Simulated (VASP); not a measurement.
Band structure of AlP (zinc blende). All values below come from LDA (Ceperley-Alder, Perdew-Zunger), VASP's LDA PAW potentials (set 64) (plane waves; VASP 6.6.1).

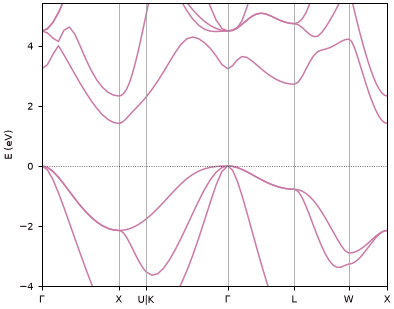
Figure. Bands along high-symmetry lines, zero at the valence-band maximum or, without a gap, the Fermi level

Task: Read the plot: is there a gap, and where are the band edges?

Result: The gap is indirect, 1.42 eV, from the valence maximum at Γ to the conduction minimum at X. (Edges off the drawn lines would not show.)

Measured: gap 2.54 eV (computed value off by -1.12 eV), as given by Wei Chen et al., Physical Review Materials (2018), doi:10.1103/physrevmaterials.2.073803 [zero-point renormalisation of 0.02 eV added back (the table's ZPR column)].

The compound is AlP in the zinc blende structure. It was relaxed first.
